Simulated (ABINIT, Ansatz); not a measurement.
**A GW run on NbInO4 (P2/c) in ABINIT, with inputs changed**

Aim: change inputs of a GW run on NbInO4 (P2/c) and see what moves.

Method: LDA and many-body steps on it, plane waves, in ABINIT 10.8.3.

## 1. The structure

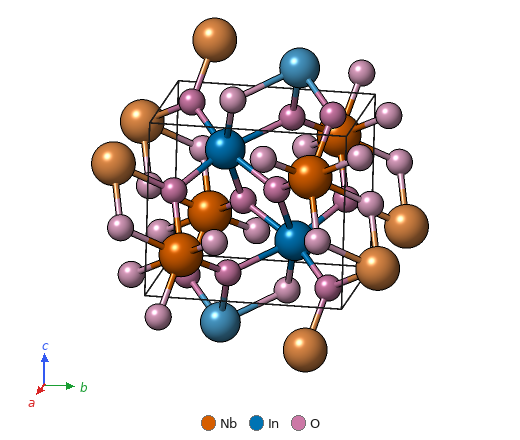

Start, viewed slightly off an axis; niobium orange, indium blue, oxygen pink. Some periodic images of atoms are drawn too.

Coordinates:

```cif
data_structure
_symmetry_space_group_name_H-M 'P2/c'
_symmetry_Int_Tables_number 13
_cell_length_a 4.8355
_cell_length_b 5.7709
_cell_length_c 5.1440
_cell_angle_alpha 90.000
_cell_angle_beta 91.130
_cell_angle_gamma 90.000
_cell_volume 143.52
loop_
_atom_site_label
_atom_site_type_symbol
_atom_site_symmetry_multiplicity
_atom_site_Wyckoff_symbol
_atom_site_fract_x
_atom_site_fract_y
_atom_site_fract_z
_atom_site_occupancy
Nb1 Nb 2 e 0.00000 0.17790 0.25000 1
In1 In 2 f 0.50000 0.68250 0.25000 1
O1 O 4 g 0.26000 0.61800 0.90100 1
O2 O 4 g 0.21700 0.89800 0.43800 1
```

The cell and positions come from the Crystallography Open Database and are kept as given unless a step says otherwise.

## 2. Screening, 2×2×2 mesh, 232 bands, screening to 141.5 eV

This step: ABINIT 10.8.3; RPA screening on LDA, plane waves, norm-conserving pseudopotentials.

The RPA dielectric matrix is built and inverted for each q.

File run.abi:

```
acell 3*1.0 Angstrom
rprim 
  4.835500000000 0.000000000000 -0.000000000000
  0.000000000000 5.770900000000 0.000000000000
  -0.101444525800 0.000000000000 5.142999611900
ntypat 3
znucl 41 49 8
natom 12
typat 1 1 2 2 3 3 3 3 3 3 3 3
xred 
  0.000000000000 0.177900000000 0.250000000000
  0.000000000000 0.822100000000 0.750000000000
  0.500000000000 0.682500000000 0.250000000000
  0.500000000000 0.317500000000 0.750000000000
  0.260000000000 0.618000000000 0.901000000000
  0.740000000000 0.618000000000 0.599000000000
  0.740000000000 0.382000000000 0.099000000000
  0.260000000000 0.382000000000 0.401000000000
  0.217000000000 0.898000000000 0.438000000000
  0.783000000000 0.898000000000 0.062000000000
  0.783000000000 0.102000000000 0.562000000000
  0.217000000000 0.102000000000 0.938000000000
pp_dirpath "pseudos"
pseudos "Nb.upf, In.upf, O.upf"
ecut 42
ngkpt 2 2 2
nshiftk 1
shiftk 0 0 0
kptopt 1
chksymbreak 0
istwfk *1
occopt 1
irdwfk 1
optdriver 3
nband 232
ecuteps 5.2
inclvkb 2
awtr 1
symchi 1
indata_prefix "in"
outdata_prefix "out"
tmpdata_prefix "tmp"
```

On the command line:

```bash
> OMP_NUM_THREADS=1 mpirun -n 16 abinit run.abi > log
```

Output:

```text
.Version 10.8.3 of ABINIT. v10.8.2 released Aug 2026.

 Symmetries : space group P2/c (# 13); Bravais mP (primitive monocl.)
[... echo of the input left out ...]
== DATASET  1 ==================================================================
-   mpi_nproc: 16, omp_nthreads: 1 (-1 if OMP is not activated)

--- !DatasetInfo
iteration_state: {dtset: 1, }
dimensions: {natom: 12, nkpt: 8, mband: 232, nsppol: 1, nspinor: 1, nspden: 1, mpw: 12604, }
cutoff_energies: {ecut:  42.0, pawecutdg:  -1.0, }
electrons: {nelect:   1.16000000E+02, charge:   0.00000000E+00, occopt:   1.00000000E+00, tsmear:   1.00000000E-02, }

 SCREENING: Calculation of the susceptibility and dielectric matrices

 Based on a program developped by R.W. Godby, V. Olevano, G. Onida, and L. Reining.
 Incorporated in ABINIT by V. Olevano, G.-M. Rignanese, and M. Torrent.
.Using double precision arithmetic ; gwpc =  8

[... cell and pseudopotentials left out ...]
--------------------------------------------------------------------------------

 ==== K-mesh for the wavefunctions ====
 Number of points in the irreducible wedge :     8
[... list of points left out ...]
 Together with  4 symmetry operations and time-reversal symmetry
 yields     8 points in the full Brillouin Zone.

 ==== Q-mesh for the screening function ====
 Number of points in the irreducible wedge :     8
[... list of points left out ...]
 Together with  4 symmetry operations and time-reversal symmetry
 yields     8 points in the full Brillouin Zone.

 setmesh: FFT mesh size selected  =    36x   45x   40
          total number of points  =        64800

 vcoul_init : cutoff-mode = AUXILIARY_FUNCTION
 q-points for optical limit:   1
     1)      0.000010    0.000020    0.000030

- screening: taking advantage of time-reversal symmetry
- Maximum band index for partially occupied states nbvw = 58
- Remaining bands to be divided among processors   nbcw = 174
- Number of bands treated by each node ~10

 Number of electrons calculated from density =  116.0000; Expected =  116.0000
 average of density, n =  0.119773
 r_s =    1.2585
 omega_plasma =   33.3838 [eV]

 calculating chi0 at frequencies [eV] :
  1    0.000000E+00    0.000000E+00
  2    0.000000E+00    3.338379E+01

--------------------------------------------------------------------------------
  q-point number  1        q = ( 0.000000, 0.000000, 0.000000) [r.l.u.]
--------------------------------------------------------------------------------
[... chi0 elements left out ...]
 For q-point:  0.000010 0.000020 0.000030
  dielectric constant =   5.4042
  dielectric constant without local fields =   5.8554

  Average fulfillment of the sum rule on Im[epsilon] for q-point    1 :     54.05  [%]
[... wings left out ...]
  q-point number  2        q = ( 0.500000, 0.000000, 0.000000) [r.l.u.]
--------------------------------------------------------------------------------
[... chi0 elements left out ...]
  Average fulfillment of the sum rule on Im[epsilon] for q-point    2 :     58.87  [%]

 [... 6 further q-points ...]
```

The job ended after 2.9 min (16 MPI ranks of Arm Neoverse V2, shared host; peak memory 14 GiB).

This step gave:

| Property | Result |
| --- | --- |
| ε∞ with local fields, on this mesh, along the program's q direction | 5.404 |
| the same without local fields | 5.855 |
| plasma frequency | 33.38 eV |
| plane waves in the screening matrix | 539 |

Local fields lower ε∞ by 8 %. On a Γ-centred mesh this coarse the value itself is usually too large, while a short band sum pulls it down.

## 3. Base

The self-energy is evaluated for the states that the input lists, and the levels follow from it, in one-shot runs by the linearised quasiparticle equation.

This step: G0W0 on LDA, plane waves, norm-conserving pseudopotentials.

Edit run.abi of step 2 so:

```diff
@@ -33,8 +33,19 @@
 irdwfk 1
-optdriver 3
+optdriver 4
 nband 232
+gwcalctyp 0
+ecutsigx 42
+symsigma 1
+nkptgw 3
+kptgw 
+  0.5000000000 0.0000000000 0.0000000000
+  0.0000000000 0.5000000000 0.0000000000
+  0.0000000000 0.0000000000 0.0000000000
+bdgw 
+  57 61
+  57 60
+  57 60
 ecuteps 5.2
-inclvkb 2
-awtr 1
-symchi 1
+irdscr 1
+ppmodel 1
 indata_prefix "in"
```

Output:

```text
.Version 10.8.3 of ABINIT. v10.8.2 released Aug 2026.

 Symmetries : space group P2/c (# 13); Bravais mP (primitive monocl.)
[... echo of the input left out ...]
== DATASET  1 ==================================================================
-   mpi_nproc: 16, omp_nthreads: 1 (-1 if OMP is not activated)

--- !DatasetInfo
iteration_state: {dtset: 1, }
dimensions: {natom: 12, nkpt: 8, mband: 232, nsppol: 1, nspinor: 1, nspden: 1, mpw: 12604, }
cutoff_energies: {ecut:  42.0, pawecutdg:  -1.0, }
electrons: {nelect:   1.16000000E+02, charge:   0.00000000E+00, occopt:   1.00000000E+00, tsmear:   1.00000000E-02, }

 SIGMA: Calculation of the GW corrections

 Based on a program developped by R.W. Godby, V. Olevano, G. Onida, and L. Reining.
 Incorporated in ABINIT by V. Olevano, G.-M. Rignanese, and M. Torrent.
.Using double precision arithmetic ; gwpc =  8

[... cell and pseudopotentials left out ...]
--------------------------------------------------------------------------------

 ==== K-mesh for the wavefunctions ====
 Number of points in the irreducible wedge :     8
[... list of points left out ...]
 Together with  4 symmetry operations and time-reversal symmetry
 yields     8 points in the full Brillouin Zone.

 ==== Q-mesh for screening function ====
 Number of points in the irreducible wedge :     8
[... list of points left out ...]
 Together with  4 symmetry operations and time-reversal symmetry
 yields     8 points in the full Brillouin Zone.

 vcoul_init : cutoff-mode = AUXILIARY_FUNCTION
 q-points for optical limit:   1
     1)      0.000010    0.000020    0.000030
 setmesh: FFT mesh size selected  =    54x   64x   60
          total number of points  =       207360

 Number of electrons calculated from density =  116.0000; Expected =  116.0000
 average of density, n =  0.119773
 r_s =    1.2585
 omega_plasma =   33.3838 [eV]

 === KS Band Gaps ===
  >>>> For spin  1
   Minimum direct gap =   3.3699 [eV], located at k-point      :   0.0000  0.5000  0.0000
   Fundamental gap    =   3.3236 [eV], Top of valence bands at :   0.5000  0.0000  0.0000
                                       Bottom of conduction at :   0.0000  0.5000  0.0000
 SIGMA fundamental parameters:
 PLASMON POLE MODEL  1
 number of plane-waves for SigmaX                12583
 number of plane-waves for SigmaC and W            539
 number of plane-waves for wavefunctions         12583
 number of bands                                   232
 number of independent spin polarizations            1
 number of spinorial components                      1
 number of k-points in IBZ                           8
 number of q-points in IBZ                           8
 number of symmetry operations                       4
 number of k-points in BZ                            8
 number of q-points in BZ                            8
 number of frequencies for dSigma/dE                 9
 frequency step for dSigma/dE [eV]                0.25
 number of omega for Sigma on real axis              0
 max omega for Sigma on real axis  [eV]           0.00
 zcut for avoiding poles [eV]                     0.10

 EPSILON^-1 parameters (SCR file):
 dimension of the eps^-1 matrix on file            539
 dimension of the eps^-1 matrix used               539
 number of plane-waves for wavefunctions         12583
 number of bands                                   232
 number of q-points in IBZ                           8
 number of frequencies                               2
 number of real frequencies                          1
 number of imag frequencies                          1

 matrix elements of self-energy operator (all in [eV])

 Perturbative Calculation

--- !SelfEnergy_ee
iteration_state: {dtset: 1, }
kpoint     : [   0.500,    0.000,    0.000, ]
spin       : 1
KS_gap     :    3.918
QP_gap     :    5.682
Delta_QP_KS:    1.764
data: !SigmaeeData |
     Band     E0 <VxcDFT>   SigX SigC(E0)      Z dSigC/dE  Sig(E)    E-E0       E
       57   5.149 -19.492 -24.602   5.009   0.778  -0.285 -19.570  -0.079   5.070
       58   5.394 -19.746 -24.905   5.068   0.780  -0.282 -19.817  -0.071   5.323
       59   9.313 -17.626 -11.314  -4.234   0.814  -0.228 -15.934   1.693  11.005
       60   9.360 -17.686 -11.419  -4.010   0.815  -0.227 -15.846   1.840  11.200
       61   9.360 -17.274 -11.419  -4.010   0.815  -0.227 -15.770   1.505  10.865

--- !SelfEnergy_ee
iteration_state: {dtset: 1, }
kpoint     : [   0.000,    0.500,    0.000, ]
spin       : 1
KS_gap     :    3.370
QP_gap     :    5.020
Delta_QP_KS:    1.650
data: !SigmaeeData |
     Band     E0 <VxcDFT>   SigX SigC(E0)      Z dSigC/dE  Sig(E)    E-E0       E
       57   5.053 -19.382 -24.375   4.885   0.780  -0.282 -19.467  -0.085   4.968
[...]
--- !SelfEnergy_ee
iteration_state: {dtset: 1, }
kpoint     : [   0.000,    0.000,    0.000, ]
spin       : 1
KS_gap     :    3.624
QP_gap     :    5.296
Delta_QP_KS:    1.672
data: !SigmaeeData |
     Band     E0 <VxcDFT>   SigX SigC(E0)      Z dSigC/dE  Sig(E)    E-E0       E
[...]
58   5.278 -19.664 -24.772   5.020   0.780  -0.283 -19.733  -0.069   5.209
       59   8.902 -17.011 -11.396  -3.662   0.821  -0.218 -15.408   1.604  10.505
       60   9.339 -17.140 -11.734  -3.513   0.820  -0.219 -15.587   1.552  10.891

== END DATASET(S) ==============================================================
================================================================================

 -outvars: echo values of variables after computation  --------
           etotal      0.0000000000E+00
            nband         232
             nkpt           8
          spgroup          13
 [... the other variables as echoed above ...]

 Calculation completed.
```

Wall time 25 s (16 MPI ranks); peak memory 6.2 GiB; 6.5 min of CPU time.

Numbers from this step:

```yaml
g0w0_gap_on_the_points_computed: 5.02 eV
starting_gap_on_the_mesh: 3.324 eV
k_of_the_valence_top: 0, 0.5, 0
k_of_the_conduction_bottom: 0, 0.5, 0
z_at_the_valence_top: 0.784
z_at_the_conduction_bottom: 0.824
least_direct_g0w0_gap_on_the_computed_points: 5.02 eV
```

The gap on the mesh goes from 3.32 eV to 5.02 eV, a correction of +1.70 eV.

## 4. Exchange cutoff

Edit run.abi of step 3 so:

```diff
@@ -36,3 +36,3 @@
 gwcalctyp 0
-ecutsigx 42
+ecutsigx 6.3
 symsigma 1
```

Output:

```text
.Version 10.8.3 of ABINIT. v10.8.2 released Aug 2026.

 Symmetries : space group P2/c (# 13); Bravais mP (primitive monocl.)
[... echo of the input left out ...]
== DATASET  1 ==================================================================
-   mpi_nproc: 16, omp_nthreads: 1 (-1 if OMP is not activated)

--- !DatasetInfo
iteration_state: {dtset: 1, }
dimensions: {natom: 12, nkpt: 8, mband: 232, nsppol: 1, nspinor: 1, nspden: 1, mpw: 12604, }
cutoff_energies: {ecut:  42.0, pawecutdg:  -1.0, }
electrons: {nelect:   1.16000000E+02, charge:   0.00000000E+00, occopt:   1.00000000E+00, tsmear:   1.00000000E-02, }

 SIGMA: Calculation of the GW corrections

 Based on a program developped by R.W. Godby, V. Olevano, G. Onida, and L. Reining.
 Incorporated in ABINIT by V. Olevano, G.-M. Rignanese, and M. Torrent.
.Using double precision arithmetic ; gwpc =  8

[... cell and pseudopotentials left out ...]
--------------------------------------------------------------------------------

 ==== K-mesh for the wavefunctions ====
 Number of points in the irreducible wedge :     8
[... list of points left out ...]
 Together with  4 symmetry operations and time-reversal symmetry
 yields     8 points in the full Brillouin Zone.

 ==== Q-mesh for screening function ====
 Number of points in the irreducible wedge :     8
[... list of points left out ...]
 Together with  4 symmetry operations and time-reversal symmetry
 yields     8 points in the full Brillouin Zone.

 vcoul_init : cutoff-mode = AUXILIARY_FUNCTION
 q-points for optical limit:   1
     1)      0.000010    0.000020    0.000030
 setmesh: FFT mesh size selected  =    40x   45x   40
          total number of points  =        72000

 Number of electrons calculated from density =  116.0000; Expected =  116.0000
[...]
number of plane-waves for wavefunctions         12583
 number of bands                                   232
 number of q-points in IBZ                           8
 number of frequencies                               2
 number of real frequencies                          1
 number of imag frequencies                          1

 matrix elements of self-energy operator (all in [eV])

 Perturbative Calculation

--- !SelfEnergy_ee
iteration_state: {dtset: 1, }
kpoint     : [   0.500,    0.000,    0.000, ]
spin       : 1
KS_gap     :    3.918
QP_gap     :    5.464
Delta_QP_KS:    1.546
data: !SigmaeeData |
     Band     E0 <VxcDFT>   SigX SigC(E0)      Z dSigC/dE  Sig(E)    E-E0       E
       57   5.149 -19.492 -23.497   5.009   0.778  -0.285 -18.711   0.781   5.930
       58   5.394 -19.746 -23.746   5.068   0.780  -0.282 -18.913   0.833   6.227
       59   9.313 -17.626 -10.472  -4.234   0.814  -0.228 -15.248   2.378  11.691
[...]
--- !SelfEnergy_ee
iteration_state: {dtset: 1, }
kpoint     : [   0.000,    0.500,    0.000, ]
spin       : 1
KS_gap     :    3.370
QP_gap     :    4.695
Delta_QP_KS:    1.325
data: !SigmaeeData |
     Band     E0 <VxcDFT>   SigX SigC(E0)      Z dSigC/dE  Sig(E)    E-E0       E
[...]
--- !SelfEnergy_ee
iteration_state: {dtset: 1, }
kpoint     : [   0.000,    0.000,    0.000, ]
spin       : 1
KS_gap     :    3.624
QP_gap     :    5.133
Delta_QP_KS:    1.509
data: !SigmaeeData |
     Band     E0 <VxcDFT>   SigX SigC(E0)      Z dSigC/dE  Sig(E)    E-E0       E
[...]
59   8.902 -17.011 -10.513  -3.662   0.821  -0.218 -14.682   2.329  11.231
       60   9.339 -17.140 -10.755  -3.513   0.820  -0.219 -14.784   2.356  11.694

== END DATASET(S) ==============================================================
================================================================================

 -outvars: echo values of variables after computation  --------
           etotal      0.0000000000E+00
            nband         232
             nkpt           8
          spgroup          13
 [... the other variables as echoed above ...]

 Calculation completed.
```

Wall time 23 s (16 MPI ranks); peak memory 6.1 GiB; 6.1 min of CPU time.

Numbers from this step:

* G0W0 gap on the points computed: 4.695 eV
* starting gap on the mesh: 3.324 eV
* k of the valence top: 0, 0.5, 0
* k of the conduction bottom: 0, 0.5, 0
* Z at the valence top: 0.784
* Z at the conduction bottom: 0.824
* least direct G0W0 gap on the computed points: 4.695 eV

## 5. The runs together

Times are wall times on 16 MPI ranks of Arm Neoverse V2, shared host, good to a factor of about two. A run's time includes the screening step that it read.

| run | mesh | bands | screening cutoff (eV) | DFT gap (eV) | gap on the mesh (eV) | direct (eV) | ε∞ used | time |
| --- | --- | --- | --- | --- | --- | --- | --- | --- |
| base | 2×2×2 | 232 | 141.5 | 3.324 | 5.020 | 5.020 | 5.40 | 3.3 min |
| exchange cutoff | 2×2×2 | 232 | 141.5 | 3.324 | 4.695 | 4.695 | 5.40 | 3.3 min |

## 6. What came out

```yaml
base: 5.020 eV
exchange_cutoff: 4.695 eV
known_limits: not at the basis limit; no spin-orbit coupling; coarse k mesh
```

In words: Exchange cutoff: −0.325 eV against base (keys changed: ecutsigx). Bands and cutoff are finite, so the gap is not at the basis limit. The miss can reach some tenths of an eV and take either sign; the mesh is an error of its own. In the G0W0 runs levels were corrected at 3 k points alone, so a gap called «on the mesh» is the least over those, and an edge elsewhere would be missed. A denser mesh or path gives a starting gap of 3.25 eV: the GW mesh misses a band edge, so its gaps are not the fundamental one. The 2×2×2 mesh is coarse for this cell, which bears on the long-range parts of exchange and screening. The many-body steps are scalar-relativistic: spin-orbit coupling is not in them.

[Paths, hosts, dates, memory and timing lines, banners, echoed tables and standing remarks are left out of the program output.]

[Logs are printed without paths, hosts, clocks, repeated set-up lines and the standing remarks that a program may print on its own settings, such as how far it seeks lower states.]

[Runs of the session that timed out or met a known fault of the program may be left out.]

[Hosts, paths, dates, database ids (printed as entryN), source tags and the programs' standing remarks are cut or masked in the printed files.]

[G0W0 gaps are taken among the corrected bands and points alone; a level outside them can change the order at an edge.]

[Where Ansatz stands beside ABINIT at settings called matched, ABINIT's density can come from a denser mesh and the files from another edition; pairs whose starting gaps differed by over 0.03 eV were left out, so agreement reads better than it is.]
